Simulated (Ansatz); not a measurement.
```
CELL_PARAMETERS angstrom
0.05716 0.05357 -8.25891
-5.73598 5.74587 -0.00250
4.03575 4.03064 4.11982
ATOMIC_POSITIONS crystal
Y 0.91329 0.00000 0.99557
Y 0.41329 0.50000 0.99557
Bi 0.96351 0.24993 0.51371
Bi 0.46351 0.74993 0.51371
Bi 0.95442 0.50000 0.00024
Bi 0.45442 0.00000 0.00024
Bi 0.96350 0.75009 0.51369
Bi 0.46350 0.25009 0.51369
P 0.67189 0.25173 0.99853
P 0.17189 0.75173 0.99853
P 0.67986 0.00000 0.49986
P 0.17986 0.50000 0.49986
P 0.67661 0.50000 0.49406
P 0.17661 0.00000 0.49406
P 0.67189 0.74826 0.99853
P 0.17189 0.24826 0.99853
```

Space group Cm; a structure from a database of computed crystals, not necessarily the ambient phase; started from the VAg3O4-121 prototype, which need not be the ambient phase; changed on purpose from its base cell (shaken).

Level of theory: Ansatz, DFT, PBEsol, plane waves, PAW.

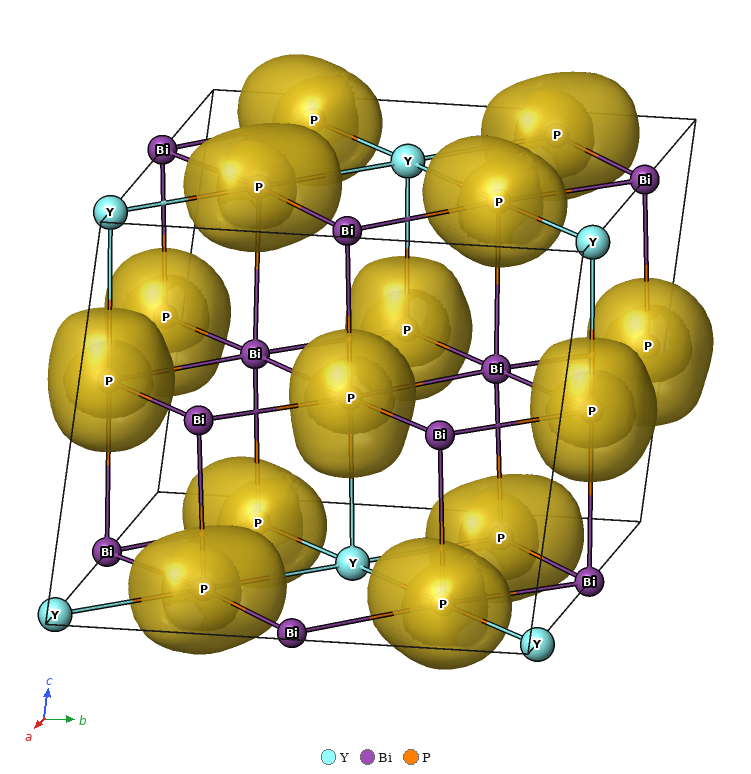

YBi3P4. Isosurface of the ELF at 0.75 (yellow), seen slightly off an axis. Only the valence region is drawn (cores and ρ < 0.01 e/Å³ removed). Sticks mark near contacts.

Core electrons are frozen (PAW), and the valence fields are smoothed inside the atomic spheres.

> Describe the localisation domains.

The ELF exceeds this value in eight regions wrapped around P (the valence shell of each), counted in one cell of 16 atoms. Regions shared between cells count once. Profiles from the grid: Bi–P (2.73 Å): the ELF peaks at about 0.80 in the valence shell of P, 0.8 Å from its nucleus, and is about 0.50 at the midpoint. Y–P (2.85 Å): the ELF peaks at about 0.90 in the valence shell of P, 0.9 Å from its nucleus, and is about 0.35 at the midpoint.
